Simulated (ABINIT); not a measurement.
# MgH2 (P4_2/mnm): a self-consistent loop beyond G0W0, cycle by cycle, part 2 of 2

How far does self-consistency move the gap of MgH2 (P4_2/mnm)?

ABINIT 10.8.3; PBE and many-body steps on it, plane waves. Known limits of the many-body steps: not at the basis limit; coarse k mesh.

So far. Step 11 (evGW, cycle 1): Against G0W0 in ABINIT (4×4×4 mesh, 127 bands, screening to 130.6 eV, Godby-Needs plasmon pole), the gap moves by +0.824 eV. Step 14 (evGW, cycle 2): Against the cycle before, the gap moves by +0.070 eV.

## Step 15: Screening, 4×4×4 mesh, 127 bands, screening to 130.6 eV

This step: RPA screening on PBE, plane waves, norm-conserving pseudopotentials.

run.abi

```
acell 3*1.0 Angstrom
rprim 
  4.516800000000 0.000000000000 0.000000000000
  0.000000000000 4.516800000000 0.000000000000
  0.000000000000 0.000000000000 3.020500000000
ntypat 2
znucl 12 1
natom 6
typat 1 1 2 2 2 2
xred 
  0.000000000000 0.000000000000 0.000000000000
  0.500000000000 0.500000000000 0.500000000000
  0.306000000000 0.306000000000 0.000000000000
  0.194000000000 0.806000000000 0.500000000000
  0.694000000000 0.694000000000 0.000000000000
  0.806000000000 0.194000000000 0.500000000000
pp_dirpath "pseudos"
pseudos "Mg.upf, H.upf"
ecut 38
ngkpt 4 4 4
nshiftk 1
shiftk 0 0 0
kptopt 1
chksymbreak 0
istwfk *1
occopt 1
irdwfk 1
optdriver 3
nband 127
ecuteps 4.8
inclvkb 2
awtr 1
symchi 1
gwcalctyp 10
mbpt_sciss 3.020 eV
nqptdm 1
qptdm 
  0 0 0
indata_prefix "in"
outdata_prefix "out"
tmpdata_prefix "tmp"
```

Launch:

```bash
$ OMP_NUM_THREADS=1 mpirun -n 8 abinit run.abi > log
```

Run time: 9.5 s. Hardware: 8 MPI ranks of Arm Neoverse V1, shared host; peak memory 2.3 GiB.

This step gave:

```
ε∞ with local fields, on this mesh, along the program's q direction : 2.899
the same without local fields                                       : 3.122
plasma frequency                                                    : 23.17 eV
plane waves in the screening matrix                                 : 197
```

This screening uses the functional's bands under a rigid shift, the mean opening of the cycle before.

## Step 16: Screening, 4×4×4 mesh, 127 bands, screening to 130.6 eV

This step: RPA screening on PBE from quasiparticle energies, plane waves, norm-conserving pseudopotentials.

run.abi: that of step 15 with these lines changed.

```diff
@@ -33,7 +33,23 @@
 symchi 1
+irdqps 1
 gwcalctyp 10
-mbpt_sciss 3.020 eV
-nqptdm 1
+nqptdm 17
 qptdm 
-  0 0 0
+  0.2500000000 0.0000000000 0.0000000000
+  0.5000000000 0.0000000000 0.0000000000
+  0.2500000000 0.2500000000 0.0000000000
+  0.5000000000 0.2500000000 0.0000000000
+  0.5000000000 0.5000000000 0.0000000000
+  0.0000000000 0.0000000000 0.2500000000
+  0.2500000000 0.0000000000 0.2500000000
+  0.5000000000 0.0000000000 0.2500000000
+  0.2500000000 0.2500000000 0.2500000000
+  0.5000000000 0.2500000000 0.2500000000
+  0.5000000000 0.5000000000 0.2500000000
+  0.0000000000 0.0000000000 0.5000000000
+  0.2500000000 0.0000000000 0.5000000000
+  0.5000000000 0.0000000000 0.5000000000
+  0.2500000000 0.2500000000 0.5000000000
+  0.5000000000 0.2500000000 0.5000000000
+  0.5000000000 0.5000000000 0.5000000000
 indata_prefix "in"
```

mrgscr.stdin

```
2
merged
q0_SCR
out_SCR
1
```

Launch:

```bash
$ OMP_NUM_THREADS=1 mpirun -n 8 abinit run.abi > log; mrgscr < mrgscr.stdin
```

It took 63 s on 8 MPI ranks; peak memory 2.2 GiB; 8.3 min of CPU time.

This step gave:

| Property | Result |
| --- | --- |
| plasma frequency | 23.17 eV |
| plane waves in the screening matrix | 197 |

This screening reads the quasiparticle levels of the cycle before.

## Step 17: evGW, cycle 3

This step: evGW on PBE, plane waves, norm-conserving pseudopotentials.

run.abi: that of step 16 with these lines changed.

```diff
@@ -27,12 +27,10 @@
 irdwfk 1
-optdriver 3
+optdriver 4
 nband 127
-ecuteps 4.8
-inclvkb 2
-awtr 1
-symchi 1
-irdqps 1
 gwcalctyp 10
-nqptdm 17
-qptdm 
+ecutsigx 38
+symsigma 1
+nkptgw 18
+kptgw 
+  0.0000000000 0.0000000000 0.0000000000
   0.2500000000 0.0000000000 0.0000000000
@@ -54,2 +52,25 @@
   0.5000000000 0.5000000000 0.5000000000
+bdgw 
+  9 18
+  9 18
+  9 18
+  9 18
+  9 18
+  9 18
+  9 18
+  9 18
+  9 18
+  9 18
+  9 18
+  9 18
+  9 18
+  9 18
+  9 18
+  9 18
+  9 18
+  9 18
+ecuteps 4.8
+irdscr 1
+ppmodel 1
+irdqps 1
 indata_prefix "in"
```

Launch:

```bash
$ OMP_NUM_THREADS=1 mpirun -n 8 abinit run.abi > log
```

Wall time 3.3 min (8 MPI ranks); peak memory 3.2 GiB.

This step gave:

| Quantity | Value |
| --- | --- |
| quasiparticle gap on the mesh | 6.785 eV |
| gap of the density functional on the mesh | 3.895 eV |
| k of the valence top | 0.25, 0, 0 |
| k of the conduction bottom | 0.5, 0.5, 0.5 |
| least direct quasiparticle gap on the computed points | 7.614 eV |

Against the cycle before, the gap moves by +0.009 eV.

## Step 18: Side by side

Times are wall times on 8 MPI ranks of Arm Neoverse V1, shared host, good to a factor of about two. A run's time includes the screening step that it read.

```tsv
run	mesh	bands	screening cutoff (eV)	DFT gap (eV)	gap on the mesh (eV)	direct (eV)	ε∞ used	time
G0W0	4×4×4	127	130.6	3.895	5.882	6.705	3.66	84 s
evGW0, cycle 1	4×4×4	127	130.6	3.895	6.393	7.208	3.66	4.4 min
evGW0, cycle 2	4×4×4	127	130.6	3.895	6.207	7.036	3.66	4.4 min
evGW0, cycle 3	4×4×4	127	130.6	3.895	6.220	7.047	3.66	4.4 min
evGW0, cycle 4	4×4×4	127	130.6	3.895	6.219	7.047	3.66	4.4 min
evGW, cycle 1	4×4×4	127	130.6	3.895	6.706	7.535	3.01	4.4 min
evGW, cycle 2	4×4×4	127	130.6	3.895	6.776	7.606	2.91	4.4 min
evGW, cycle 3	4×4×4	127	130.6	3.895	6.785	7.614	2.90	4.5 min
```

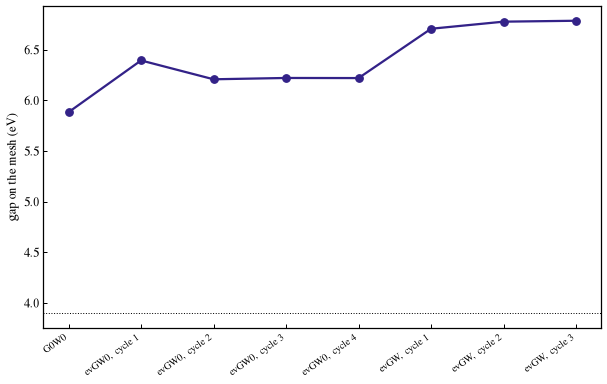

The gap through the cycles; the dotted line is the starting gap.

## Step 19: Results

| Item | Value |
| --- | --- |
| G0W0 | 5.882 eV |
| evGW0, cycle 1 | 6.393 eV |
| evGW0, cycle 2 | 6.207 eV |
| evGW0, cycle 3 | 6.220 eV |
| evGW0, cycle 4 | 6.219 eV |
| evGW, cycle 1 | 6.706 eV |
| evGW, cycle 2 | 6.776 eV |
| evGW, cycle 3 | 6.785 eV |
| known limits | not at the basis limit; coarse k mesh |

**Reading.** Only the bands that the input lists are updated; the others, empty or deep, keep the functional's energies or take a rigid shift. The evGW loop starts from the last levels of evGW0, so its cycles and time come on top of those. evGW0 ends at 6.22 eV, +0.34 eV from G0W0, after 4 cycles that took 13 min beside the first screening; the last moved the gap by 0.001 eV. evGW ends at 6.79 eV, +0.90 eV from G0W0, after 3 cycles that took 13 min beside the first screening; the last moved the gap by 0.009 eV. The first cycle of evGW0 takes the full correction, without the factor Z, so it overshoots the one-shot value. Against experiment, by evGW, cycle 3: the gap of 6.79 eV lies +1.19 eV from the measured 5.6 ± 0.1 eV (optical, 300 K, 2003). An exciton line or allowed optical edge lies below the quasiparticle gap by the binding energy; a forbidden edge can push the onset above it. These are gaps on the mesh, at modest bands and cutoff. The calculation has static nuclei and no excitons; a measured gap holds zero-point and thermal motion, which mostly lowers it. Bands and cutoff are finite, so the gap is not at the basis limit. The miss can reach some tenths of an eV and take either sign; the mesh is an error of its own. A denser mesh or path gives a starting gap of 3.76 eV: the GW mesh misses a band edge, so its gaps are not the fundamental one. The 4×4×4 mesh is coarse for this cell, which bears on the long-range parts of exchange and screening. In the updated screening the q = 0 part is built from Kohn-Sham bands under a rigid shift, the other q from the quasiparticle levels.

[Paths, hosts, dates, memory and timing lines, banners, echoed tables and standing remarks are left out of the program output.]

[Logs are printed without paths, hosts, clocks, repeated set-up lines and the standing remarks that a program may print on its own settings, such as how far it seeks lower states.]

[Runs of the session that timed out or met a known fault of the program may be left out.]

[Hosts, paths, dates, database ids (printed as entryN), source tags and the programs' standing remarks are cut or masked in the printed files.]

[G0W0 gaps are taken among the corrected bands and points alone; a level outside them can change the order at an edge.]

[Where Ansatz stands beside ABINIT at settings called matched, ABINIT's density can come from a denser mesh and the files from another edition; pairs whose starting gaps differed by over 0.03 eV were left out, so agreement reads better than it is.]
